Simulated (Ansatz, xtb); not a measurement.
**Loss of HF: B(OH)F2 → BOF + HF**

Species: B(OH)F2 (difluorohydroxyborane), singlet; BOF (fluoro(oxo)borane) `O=BF`, singlet; HF (hydrogen fluoride), singlet. This is a balance of energies; it says nothing on the path, which may need atoms to shift.

Shapes, held fixed at every level: PBE0-D4/def2-TZVP. Programs: Ansatz 0.2.0, xtb 6.7.1. The zero-point and thermal change to 298 K, harmonic and unscaled (PBE0-D4/def2-TZVP), is -9.0 kJ/mol.

**What was measured.** Tabulated heats of formation (Active Thermochemical Tables, NIST-JANAF tables): B(OH)F2 -1083.7 (JANAF); BOF -602.5 (JANAF); HF -272.7 (ATcT) kJ/mol, which give ΔH(298 K) = +208.4 kJ/mol.

```
                             level                    kind  ΔH (kJ/mol)  computed − measured  CPU time (all species)
                          GFN2-xTB          semi-empirical       +181.3                -27.2                  0.13 s
B3LYP/6-31G* (Cartesian functions)           global hybrid       +276.7                +68.2                   4.4 s
               B3LYP-D4/def2-TZVPP           global hybrid       +241.0                +32.5                   6.9 s
               BHLYP-D4/def2-TZVPP           global hybrid       +264.5                +56.1                   5.4 s
                PBE0-D4/def2-TZVPP           global hybrid       +255.3                +46.8                   4.7 s
                wB97X-V/def2-TZVPP  range-separated hybrid       +255.1                +46.6                    14 s
                      MP2/def2-SVP     perturbation theory       +248.5                +40.0                       –
              CCSD(T)/CBS estimate   coupled cluster or CI       +240.4                +32.0                 5.4 min
```

Nearest: GFN2-xTB (-27.2); farthest: B3LYP/6-31G* (Cartesian functions) (+68.2). 0 of 8 levels lie within 10 kJ/mol. The tabulated values of B(OH)F2, BOF are in doubt (older tables, estimates, or at odds with other calculations) and kept here. The CCSD(T) estimate misses by more than it usually does, so one of the tabulated heats may be at fault. The CBS estimate extrapolates MP2 from def2-TZVPP and def2-QZVPP and adds CCSD(T) − MP2 in the triple-zeta set, cores frozen. Times are processor times on shared x86 and Arm servers, and rough.

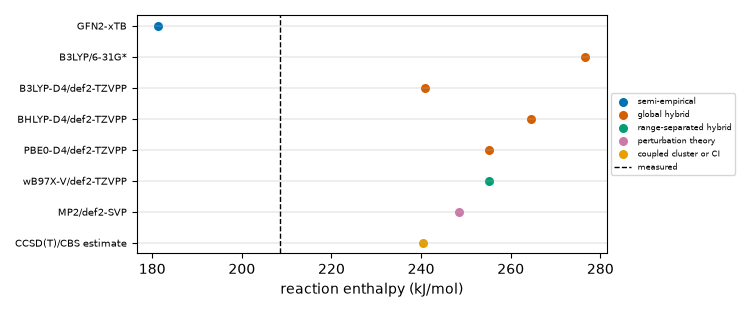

The values of the table, level by level.
